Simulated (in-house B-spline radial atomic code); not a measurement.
**F⁵⁺: RPA and GW calculation**

F⁵⁺, configuration [He] 2s2. Computed at this level: RPA, second-order and SOSEX correlation energies and G0W0 (contour deformation) on a non-relativistic mean field, all electrons, B-spline basis (in-house B-spline radial atomic code).

## Results in brief

- outcome: converged
- mean-field total energy: −88.01002 hartree
- total energy with exact exchange alone: −87.93365 hartree
- exact exchange energy: −6.77305 hartree
- RPA correlation, extrapolated in the angular momentum of the empty orbitals: −0.22935 hartree
- RPA correlation, as summed: −0.22906 hartree
- direct second-order term: −0.27505 hartree
- second-order exchange term: 0.13440 hartree
- SOSEX term: 0.11201 hartree
- hardware: 1 CPU thread, shared host
- wall time: 0.7 s

## Input file
```
Z = 9
electrons = 4.0
configuration = [He] 2s2
hamiltonian = nr
method = pbeh
lmax = 9
exact_exchange_fraction = 0.6
spin_polarised = False
box_radius = 10.43
intervals = 45
ion_configuration = [He] 2s1
```

Launched within a batch (the task file carries these settings):
```bash
python <driver script> task.json out
```

The program writes its results to a structured record and prints no log; tables and figures of this report are taken from that record.

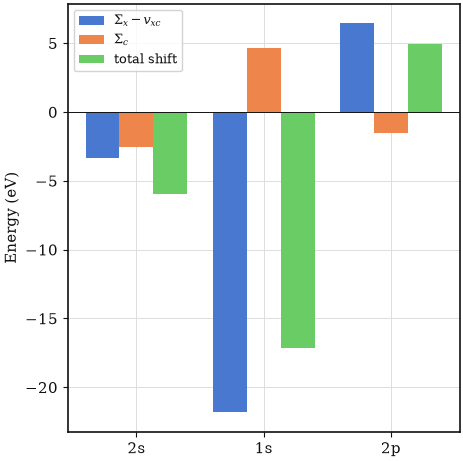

*Parts of the G₀W₀ correction to each level for F⁵⁺ ([He] 2s²). All-electron spherical atom, non-relativistic, PBE with 60 % exact exchange start, no spin-orbit coupling, Breit or QED terms; computed with a B-spline radial code. The quasi-particle equation is solved at full frequency; levels of low quasi-particle weight Z are left out. Σ columns are in eV, and Σc holds an estimate for the angular momenta beyond the basis.*

G₀W₀ moves the highest occupied level, 2s, from −150.78 to −156.70 eV (renormalisation factor Z = 0.97); the measured removal energy is 157.16 eV, so the error is −0.46 eV. The empty level 2p goes from −119.85 to −114.94 eV.

| Level | Mean field (eV) | Σx − vxc (eV) | Σc (eV) | Z | G₀W₀ (eV) |
| --- | --- | --- | --- | --- | --- |
| 2s | −150.78 | −3.36 | −2.56 | 0.97 | −156.70 |
| 1s | −850.66 | −21.83 | 4.65 | 0.96 | −867.84 |
| 2p | −119.85 | 6.46 | −1.56 | 0.98 | −114.94 |
